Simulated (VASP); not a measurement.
# MnTeS: structure and properties in VASP

Wanted: the relaxed cell of MnTeS and its properties. The steps: full relaxation (LDA + U), second relaxation, density, ELF and potential (LDA + U), band structure (LDA + U), total and projected DOS (LDA + U), bands along the symmetry lines (LDA + U + SOC), bands along the symmetry lines (r2SCAN + U) and relaxing the atoms (LDA + U), changed input. The cell is invented: it takes the structure of a Materials Project entry for TiTeS (space group 156 there), with some of its atoms replaced by other elements, volume scaled by an estimate. It may not be a known or stable phase.

Program: VASP 6.6.1. Level of theory: LDA, DFT+U (Mn d 6.2 eV), spin-polarised from a ferromagnetic start (one magnetic atom a cell); plane waves and PAW (Te, Mn_pv, S), in the first sound run; inputs show where later runs differ. Results are calculated unless marked as measured.

## Step 1: The structure

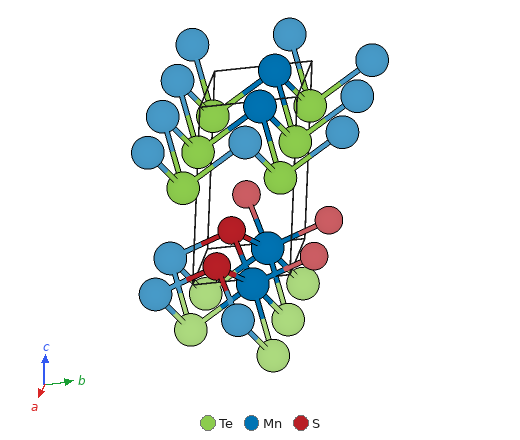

The starting structure, seen slightly off an axis (tellurium green, manganese blue, sulfur red). 2×1×1 cells are drawn. Some periodic images of atoms are drawn too.

## Step 2: Full relaxation (LDA + U)

The start need not lie at this functional's minimum. ISIF = 3 frees volume, shape and positions, and EDIFFG sets the threshold on forces and stress at which the search stops. LDA, the lowest rung, knows the local density alone. A Hubbard U penalises fractional filling of the localised shell, which semilocal functionals favour.

INCAR

```
SYSTEM = MnTeS
PREC = Accurate
ENCUT = 400
EDIFF = 1E-06
NELM = 100
ISMEAR = 0
SIGMA = 0.05
LREAL = .FALSE.
ALGO = Normal
GGA = CA
ISPIN = 2
MAGMOM = 0 4 0
LDAU = .TRUE.
LDAUTYPE = 2
LDAUL = -1 2 -1
LDAUU = 0 6.2 0
LDAUJ = 0 0 0
LDAUPRINT = 1
LASPH = .TRUE.
LMAXMIX = 4
LORBIT = 11
LWAVE = .FALSE.
LCHARG = .FALSE.
IBRION = 2
NSW = 60
ISIF = 3
EDIFFG = -0.01
```

POSCAR

```
MnTeS
1.0
    3.6176530000      0.0000000000      0.0000000000
   -1.8088260000      3.1329790000      0.0000000000
    0.0000000000      0.0000000000      6.5512130000
Te Mn S
1 1 1
Direct
    0.0000000000      0.0000000000      0.7470097000
    0.3333333300      0.6666666700      0.0332652300
    0.6666666700      0.3333333300      0.2197240700
```

KPOINTS

```
Automatic mesh
0
Gamma
6 6 3
0 0 0
```

Potentials, in the order of the species: Te, Mn_pv and S (LDA family, release 64).

Run with:

```
$ mpirun -np 1 vasp_std
```

Output:

```text
[banner, memory and clock lines left out]
running    1 mpi-ranks, on    1 nodes
 distrk:  each k-point on    1 cores,    1 groups
 distr:  one band on    1 cores,    1 groups

 POSCAR found type information on POSCAR TeMnS
 POSCAR found :  3 types and       3 ions
 LDA part: xc-table for (Slater(with rela. corr.)+CA(PZ))
 , standard interpolation
 POSCAR, INCAR and KPOINTS ok, starting setup
 FFT: planning ... GRIDC
 FFT: planning ... GRID_SOFT
 FFT: planning ... GRID
 WAVECAR not read
 entering main loop
       N       E                     dE             d eps       ncg     rms          rms(c)
DAV:   1     0.135326776480E+03    0.13533E+03   -0.11866E+04  1448   0.107E+03
DAV:   2    -0.604447315796E+01   -0.14137E+03   -0.13738E+03  1346   0.265E+02
DAV:   3    -0.155690494657E+02   -0.95246E+01   -0.93945E+01  1388   0.705E+01
DAV:   4    -0.157733328280E+02   -0.20428E+00   -0.20399E+00  1534   0.107E+01
DAV:   5    -0.157767402021E+02   -0.34074E-02   -0.34071E-02  1388   0.140E+00    0.142E+01
DAV:   6    -0.167486077935E+02   -0.97187E+00   -0.53113E+01  1382   0.699E+01    0.226E+01
DAV:   7    -0.154423326295E+02    0.13063E+01   -0.10985E+01  1366   0.334E+01    0.800E+00
DAV:   8    -0.156560138657E+02   -0.21368E+00   -0.13871E+00  1578   0.857E+00    0.488E+00
DAV:   9    -0.156108272615E+02    0.45187E-01   -0.61385E-01  1604   0.624E+00    0.273E+00
DAV:  10    -0.156678232832E+02   -0.56996E-01   -0.77209E-02  1498   0.305E+00    0.134E+00
DAV:  11    -0.156786675249E+02   -0.10844E-01   -0.26488E-02  1540   0.125E+00    0.489E-01
DAV:  12    -0.156793258663E+02   -0.65834E-03   -0.34046E-03  1472   0.463E-01    0.206E-01
DAV:  13    -0.156793865894E+02   -0.60723E-04   -0.79801E-04  1462   0.226E-01    0.831E-02
DAV:  14    -0.156794012346E+02   -0.14645E-04   -0.61482E-05  1362   0.861E-02    0.308E-02
DAV:  15    -0.156794007978E+02    0.43684E-06   -0.18966E-05  1512   0.406E-02    0.125E-02
DAV:  16    -0.156794011804E+02   -0.38260E-06   -0.22458E-06  1162   0.126E-02
   1 F= -.15679401E+02 E0= -.15678210E+02  d E =-.156794E+02  mag=     3.4445
 curvature:   0.00 expect dE= 0.000E+00 dE for cont linesearch  0.000E+00
 trial: gam= 0.00000 g(F)=  0.154E-01 g(S)=  0.621E-01 ort = 0.000E+00 (trialstep = 0.100E+01)
 search vector abs. value=  0.775E-01
 bond charge predicted
       N       E                     dE             d eps       ncg     rms          rms(c)
DAV:   1    -0.165425299725E+02   -0.86313E+00   -0.17939E+01  1454   0.703E+01    0.950E+00
DAV:   2    -0.158354643536E+02    0.70707E+00   -0.80295E+00  1428   0.349E+01    0.956E+00
DAV:   3    -0.157459192900E+02    0.89545E-01   -0.99373E-01  1418   0.111E+01    0.205E+00
DAV:   4    -0.157279006143E+02    0.18019E-01   -0.17185E-01  1454   0.256E+00    0.111E+00
DAV:   5    -0.157189663884E+02    0.89342E-02   -0.28655E-02  1350   0.166E+00    0.741E-01
DAV:   6    -0.157180845422E+02    0.88185E-03   -0.26315E-03  1376   0.496E-01    0.465E-01
DAV:   7    -0.157177684166E+02    0.31613E-03   -0.53331E-04  1326   0.188E-01    0.249E-01
DAV:   8    -0.157177425853E+02    0.25831E-04   -0.20823E-04  1464   0.127E-01    0.820E-02
DAV:   9    -0.157177476465E+02   -0.50613E-05   -0.51506E-05  1416   0.844E-02    0.229E-02
DAV:  10    -0.157177483196E+02   -0.67305E-06   -0.55541E-06  1374   0.173E-02
   2 F= -.15717748E+02 E0= -.15716850E+02  d E =-.383471E-01  mag=     3.4444
[... from here on, the cycles between the ionic steps are left out ...]
   3 F= -.15717792E+02 E0= -.15716884E+02  d E =-.383905E-01  mag=     3.4444
   4 F= -.15740789E+02 E0= -.15740173E+02  d E =-.229972E-01  mag=     3.4445
   5 F= -.15787118E+02 E0= -.15785209E+02  d E =-.693265E-01  mag=     3.5472
   6 F= -.15806373E+02 E0= -.15804669E+02  d E =-.885812E-01  mag=     3.7856
   7 F= -.15814724E+02 E0= -.15813614E+02  d E =-.969323E-01  mag=     3.7725
   8 F= -.15819963E+02 E0= -.15818827E+02  d E =-.102172E+00  mag=     3.7778
   9 F= -.15838340E+02 E0= -.15836809E+02  d E =-.183763E-01  mag=     3.7816
  10 F= -.15838348E+02 E0= -.15836806E+02  d E =-.183840E-01  mag=     3.7823
  11 F= -.15847270E+02 E0= -.15845479E+02  d E =-.892251E-02  mag=     3.8089
  12 F= -.15856529E+02 E0= -.15854831E+02  d E =-.181818E-01  mag=     3.8236
  13 F= -.15842625E+02 E0= -.15842046E+02  d E =-.427770E-02  mag=     3.6247
  14 F= -.15858281E+02 E0= -.15856706E+02  d E =-.199330E-01  mag=     3.7726
  15 F= -.15864606E+02 E0= -.15863267E+02  d E =-.632532E-02  mag=     3.7082
  16 F= -.15869421E+02 E0= -.15868450E+02  d E =-.111401E-01  mag=     3.6142
  17 F= -.15869870E+02 E0= -.15869057E+02  d E =-.115891E-01  mag=     3.6332
  18 F= -.15869676E+02 E0= -.15868900E+02  d E =-.113958E-01  mag=     3.6486
  19 F= -.15869974E+02 E0= -.15869237E+02  d E =-.116930E-01  mag=     3.6394
  20 F= -.15872963E+02 E0= -.15872165E+02  d E =-.298936E-02  mag=     3.6406
  21 F= -.15876436E+02 E0= -.15875353E+02  d E =-.646284E-02  mag=     3.6443
  22 F= -.15876737E+02 E0= -.15875644E+02  d E =-.300897E-03  mag=     3.6374
  23 F= -.15876855E+02 E0= -.15875749E+02  d E =-.418224E-03  mag=     3.6316
  24 F= -.15876871E+02 E0= -.15875758E+02  d E =-.434148E-03  mag=     3.6286
  25 F= -.15877068E+02 E0= -.15875928E+02  d E =-.197476E-03  mag=     3.6213
  26 F= -.15877367E+02 E0= -.15876213E+02  d E =-.496117E-03  mag=     3.5996
  27 F= -.15877369E+02 E0= -.15876241E+02  d E =-.498558E-03  mag=     3.5932
  28 F= -.15877374E+02 E0= -.15876235E+02  d E =-.503335E-03  mag=     3.5953
  29 F= -.15877375E+02 E0= -.15876231E+02  d E =-.504021E-03  mag=     3.5961
  30 F= -.15877372E+02 E0= -.15876225E+02  d E =-.501642E-03  mag=     3.5978
  31 F= -.15877374E+02 E0= -.15876233E+02  d E =-.503827E-03  mag=     3.5967
  32 F= -.15877440E+02 E0= -.15876287E+02  d E =-.658272E-04  mag=     3.5922
  33 F= -.15877666E+02 E0= -.15876557E+02  d E =-.291632E-03  mag=     3.5816
  34 F= -.15878075E+02 E0= -.15877216E+02  d E =-.700576E-03  mag=     3.5746
  35 F= -.15877291E+02 E0= -.15876898E+02  d E =0.836912E-04  mag=     3.5741
  36 F= -.15878144E+02 E0= -.15877395E+02  d E =-.769737E-03  mag=     3.5742
  37 F= -.15878154E+02 E0= -.15877469E+02  d E =-.779619E-03  mag=     3.5742
  38 F= -.15878188E+02 E0= -.15877529E+02  d E =-.344439E-04  mag=     3.5741
  39 F= -.15878265E+02 E0= -.15877681E+02  d E =-.110720E-03  mag=     3.5741
  40 F= -.15878275E+02 E0= -.15877810E+02  d E =-.120894E-03  mag=     3.5741
  41 F= -.15878296E+02 E0= -.15877786E+02  d E =-.141920E-03  mag=     3.5741
  42 F= -.15878350E+02 E0= -.15877835E+02  d E =-.539586E-04  mag=     3.5741
  43 F= -.15878470E+02 E0= -.15877940E+02  d E =-.174397E-03  mag=     3.5741
  44 F= -.15878525E+02 E0= -.15877961E+02  d E =-.228779E-03  mag=     3.5741
  45 F= -.15878534E+02 E0= -.15877977E+02  d E =-.238095E-03  mag=     3.5741
  46 F= -.15878578E+02 E0= -.15878021E+02  d E =-.442341E-04  mag=     3.5741
  47 F= -.15878675E+02 E0= -.15878116E+02  d E =-.141466E-03  mag=     3.5741
  48 F= -.15878708E+02 E0= -.15878140E+02  d E =-.174228E-03  mag=     3.5743
  49 F= -.15878721E+02 E0= -.15878154E+02  d E =-.187421E-03  mag=     3.5742
 curvature:  -1.77 expect dE=-0.691E-04 dE for cont linesearch -0.809E-07
 trial: gam= 0.15911 g(F)=  0.737E-05 g(S)=  0.317E-04 ort =-0.302E-05 (trialstep = 0.791E+00)
 search vector abs. value=  0.432E-04
 bond charge predicted
       N       E                     dE             d eps       ncg     rms          rms(c)
DAV:   1    -0.158787445216E+02   -0.23282E-04   -0.26202E-03  1436   0.833E-01    0.588E-02
DAV:   2    -0.158787532612E+02   -0.87395E-05   -0.43625E-04  1296   0.230E-01    0.406E-02
DAV:   3    -0.158787472411E+02    0.60201E-05   -0.16744E-05  1462   0.512E-02    0.218E-02
DAV:   4    -0.158787420040E+02    0.52371E-05   -0.50966E-06  1426   0.212E-02    0.885E-03
DAV:   5    -0.158787411800E+02    0.82397E-06   -0.18236E-06  1006   0.136E-02
  50 F= -.15878741E+02 E0= -.15878198E+02  d E =-.197644E-04  mag=     3.5742
 trial-energy change:   -0.000020  1 .order   -0.000024   -0.000031   -0.000017
 step:   1.7862(harm=  1.7862)  dis= 0.00120  next Energy=   -15.878756 (dE=-0.345E-04)
 reached required accuracy - stopping structural energy minimisation
```

Wall time 7 min (1 MPI rank of Intel Xeon 6975P-C (Granite Rapids), shared host); peak memory 0.18 GiB.

The logs omit lines about the potential files and the build; timing stands in the text.

Parts of OUTCAR (step 2):

```text
ion  position               nearest neighbor table
   1  0.000  0.000  0.747-   2 2.81   2 2.81   2 2.81
   2  0.333  0.667  0.033-   3 2.42   3 2.42   3 2.42   1 2.81   1 2.81   1 2.81
   3  0.667  0.333  0.220-   2 2.42   2 2.42   2 2.42

  LATTYP: Found a hexagonal cell.
 ALAT       =     3.6176530000
 C/A-ratio  =     1.8109014325

 Subroutine GETGRP returns: Found  6 space group operations
 (whereof  6 operations were pure point group operations)

The static configuration has the point symmetry C_3v.

 Found     17 irreducible k-points:

   k-points           NKPTS =     17   k-points in BZ     NKDIM =     17   number of bands    NBANDS=     18

   dimension x,y,z NGX =    24 NGY =   24 NGZ =   48
   dimension x,y,z NGXF=    48 NGYF=   48 NGZF=   96

   ENCUT  =  400.0 eV  29.40 Ry    5.42 a.u.   5.90  5.90 10.68*2*pi/ulx,y,z

   NELECT =      25.0000    total number of electrons

 k-points in reciprocal lattice and weights: Automatic mesh
   0.00000000  0.00000000  0.00000000       0.009
   0.16666667 -0.00000000  0.00000000       0.056
   0.33333333 -0.00000000  0.00000000       0.056
   0.50000000 -0.00000000  0.00000000       0.028
   0.16666667  0.16666667  0.00000000       0.056
   0.33333333  0.16666667  0.00000000       0.111
   0.33333333  0.33333333  0.00000000       0.019
   0.00000000  0.00000000  0.33333333       0.019
   0.16666667 -0.00000000  0.33333333       0.056
[...]
-0.16666667  0.50000000  0.33333333       0.111
   0.33333333  0.33333333  0.33333333       0.037

atom =   2  type =  2  l = 2

 onsite density matrix

spin component  1

  0.9232 -0.0000 -0.0000  0.0186  0.0000
 -0.0000  0.9022 -0.0000  0.0000  0.0186
 -0.0000 -0.0000  0.9317 -0.0000 -0.0000
  0.0186  0.0000 -0.0000  0.9022  0.0000
  0.0000  0.0186 -0.0000  0.0000  0.9232

spin component  2

  0.0650  0.0000 -0.0000 -0.0511  0.0000
  0.0000  0.0992  0.0000  0.0000 -0.0511
 -0.0000  0.0000  0.0325  0.0000 -0.0000
 -0.0511  0.0000  0.0000  0.0992 -0.0000
  0.0000 -0.0511 -0.0000 -0.0000  0.0650

 occupancies and eigenvectors

  o =  0.0282  v =  0.0000  0.0000  0.0000  0.0000  0.0000 -0.3516  0.5263  0.0000 -0.2529  0.7317      0.0000  0.0000  0.0000  0.0000  0.0000  0.0000  0.0000  0.0000  0.0000  0.0000
  o =  0.0282  v =  0.0000  0.0000  0.0000  0.0000  0.0000 -0.7317 -0.2529 -0.0000 -0.5263 -0.3516      0.0000  0.0000  0.0000  0.0000  0.0000  0.0000  0.0000  0.0000  0.0000  0.0000
  o =  0.0325  v =  0.0000  0.0000  0.0000  0.0000  0.0000  0.0000  0.0000 -1.0000  0.0000  0.0000      0.0000  0.0000  0.0000  0.0000  0.0000  0.0000  0.0000  0.0000  0.0000  0.0000
  o =  0.1360  v =  0.0000  0.0000  0.0000  0.0000  0.0000  0.2529  0.7317  0.0000 -0.3516 -0.5263      0.0000  0.0000  0.0000  0.0000  0.0000  0.0000  0.0000  0.0000  0.0000  0.0000
  o =  0.1360  v =  0.0000  0.0000  0.0000  0.0000  0.0000 -0.5263  0.3516  0.0000  0.7317 -0.2529      0.0000  0.0000  0.0000  0.0000  0.0000  0.0000  0.0000  0.0000  0.0000  0.0000
  o =  0.8913  v = -0.2185 -0.7782  0.0000  0.3740  0.4547  0.0000  0.0000  0.0000  0.0000  0.0000      0.0000  0.0000  0.0000  0.0000  0.0000  0.0000  0.0000  0.0000  0.0000  0.0000
  o =  0.8913  v = -0.4547  0.3740 -0.0000  0.7782 -0.2185  0.0000  0.0000  0.0000  0.0000  0.0000      0.0000  0.0000  0.0000  0.0000  0.0000  0.0000  0.0000  0.0000  0.0000  0.0000
  o =  0.9317  v = -0.0001 -0.0000 -1.0000 -0.0000 -0.0000  0.0000  0.0000  0.0000  0.0000  0.0000      0.0000  0.0000  0.0000  0.0000  0.0000  0.0000  0.0000  0.0000  0.0000  0.0000
  o =  0.9341  v =  0.3740 -0.4547  0.0000  0.2185 -0.7782  0.0000  0.0000  0.0000  0.0000  0.0000      0.0000  0.0000  0.0000  0.0000  0.0000  0.0000  0.0000  0.0000  0.0000  0.0000
  o =  0.9341  v =  0.7782  0.2185 -0.0001  0.4547  0.3740  0.0000  0.0000  0.0000  0.0000  0.0000      0.0000  0.0000  0.0000  0.0000  0.0000  0.0000  0.0000  0.0000  0.0000  0.0000

 average (electrostatic) potential at core
       1 -88.8203       2 -69.0484       3 -85.1892

 E-fermi :   6.2152

 spin component 1
 k-point     1 :       0.0000    0.0000    0.0000
  band No.  band energies     occupation
    ...
      7       0.6173      1.00000
      8       0.6173      1.00000
      9       1.2820      1.00000
     10       1.2820      1.00000
     11       2.0865      1.00000
     12       6.4628      0.00000
     13       6.4628      0.00000
     14       7.6255      0.00000
     15       7.9952      0.00000
     16       7.9952      0.00000
    ...

 k-point     2 :       0.1667   -0.0000    0.0000
  band No.  band energies     occupation
    ...
      9       1.2520      1.00000
     10       1.2848      1.00000
     11       2.1773      1.00000
     12       4.8635      1.00000
     13       5.8882      1.00000
     14       6.3328      0.00044
     15       7.6883      0.00000
     16       7.9512      0.00000
     17      11.7101      0.00000
     18      12.9239      0.00000

 k-point     3 :       0.3333   -0.0000    0.0000
  band No.  band energies     occupation
    ...
     10       1.3576      1.00000
     11       2.4711      1.00000
     12       3.0337      1.00000
     13       4.2906      1.00000
     14       4.9627      1.00000
     15       6.7631      0.00000
     16       7.7540      0.00000
     17      11.1842      0.00000
     18      12.2526      0.00000

 k-point     4 :       0.5000   -0.0000    0.0000
  band No.  band energies     occupation
    ...
     11       2.6531      1.00000
     12       2.8073      1.00000
     13       3.4961      1.00000
     14       4.5347      1.00000
     15       5.7523      1.00000
     16       7.6436      0.00000
     17      10.8726      0.00000
     18      11.6930      0.00000

 k-point     5 :       0.1667    0.1667    0.0000
  band No.  band energies     occupation
    ...
     10       1.4086      1.00000
     11       2.4304      1.00000
     12       3.6905      1.00000
     13       3.9098      1.00000
     14       6.0681      0.99998
     15       6.7094      0.00000
     16       7.3159      0.00000
     17      11.9995      0.00000
     18      12.9948      0.00000

 k-point     6 :       0.3333    0.1667    0.0000
  band No.  band energies     occupation
    ...
     11       2.4242      1.00000
     12       3.1982      1.00000
     13       3.4312      1.00000
     14       4.6778      1.00000
     15       5.9006      1.00000
     16       6.3938      0.00000
     17      10.6553      0.00000
     18      12.5293      0.00000

  Total        0.0075602      0.0075602     -0.0233730      0.0000000      0.0000000      0.0000000
  in kB        0.1893082      0.1893081     -0.5852609      0.0000000      0.0000000      0.0000000
  external PRESSURE =      -0.0688815 kB  Pullay stress =       0.0000000 kB

  energy-cutoff  :      400.00
  volume of cell :       63.98
      direct lattice vectors                 reciprocal lattice vectors
     3.625563408 -0.000000001  0.000000000     0.275819200  0.159244266  0.000000000
    -1.812781204  3.139829616 -0.000000000     0.000000000  0.318488620 -0.000000000
    -0.000000000  0.000000000  5.620738121    -0.000000000  0.000000000  0.177912576

 POSITION                                       TOTAL-FORCE (eV/Angst)
 -----------------------------------------------------------------------------------
     -0.00000      0.00000      3.95744        -0.000000      0.000000      0.001630
      0.00000      2.09322      0.23700         0.000000     -0.000000     -0.005118
      1.81278      1.04661      1.42629        -0.000000      0.000000      0.003489
 -----------------------------------------------------------------------------------
    total drift:                                0.000004     -0.000005      0.000808

  FREE ENERGIE OF THE ION-ELECTRON SYSTEM (eV)
  ---------------------------------------------------
  free  energy   TOTEN  =       -15.8787411800 eV

  energy  without entropy=      -15.8776550164  energy(sigma->0) =      -15.87819810

 reached required accuracy - stopping structural energy minimisation

 total charge
# of ion       s       p       d       tot
------------------------------------------
    1        1.426   1.858   0.042   3.327
    2        0.289   6.255   4.923  11.467
    3        1.355   2.344   0.000   3.699
--------------------------------------------------
tot          3.071  10.457   4.965  18.493

 magnetization (x)
# of ion       s       p       d       tot
------------------------------------------
    1       -0.003  -0.357  -0.001  -0.361
    2        0.034   0.029   4.213   4.275
    3       -0.000  -0.207   0.000  -0.207
--------------------------------------------------
tot          0.031  -0.535   4.212   3.707

[... 6 further parts left out ...]
```

CONTCAR:

```
MnTeS
   1.00000000000000
     3.6255634080076633   -0.0000000014040501    0.0000000000000001
    -1.8127812041264675    3.1398296160620309   -0.0000000000000001
    -0.0000000000000002    0.0000000000000001    5.6207381213917724
  Te              Mn              S
     1     1     1
Direct
     0.0000000000000000    0.0000000000000000    0.7040789884169191
     0.3333333300000021    0.6666666699999979    0.0421644740105226
     0.6666666699999979    0.3333333300000021    0.2537555375725534
```

The cell holds one magnetic atom, so no antiferromagnetic order fits into it. The k-mesh is coarse for a metal. The bonds form layers, held to each other by dispersion, which LDA lacks; its overbinding stands in for it by accident. After so large a change of volume the plane waves of the start cell no longer fit, so the final stress carries a basis-set error. The run keeps the 6 symmetry operations of its start, so it cannot find a distortion of lower symmetry.

(Part 1 of 7 ends here.)

[Lines on the potential files, build, host, timing and source positions are cut from VASP's logs without a mark.]

[Logs are printed without paths, hosts, clocks, repeated set-up lines and the standing remarks that a program may print on its own settings, such as how far it seeks lower states.]

[Hosts, paths, dates, database ids (printed as entryN), source tags and the programs' standing remarks are cut or masked in the printed files.]

[A measured line is paired with the nearest computed mode of its activity, which favours agreement.]

[In band tables of VASP the shares of atoms and orbitals are scaled to a sum of 1 inside the atoms' spheres.]
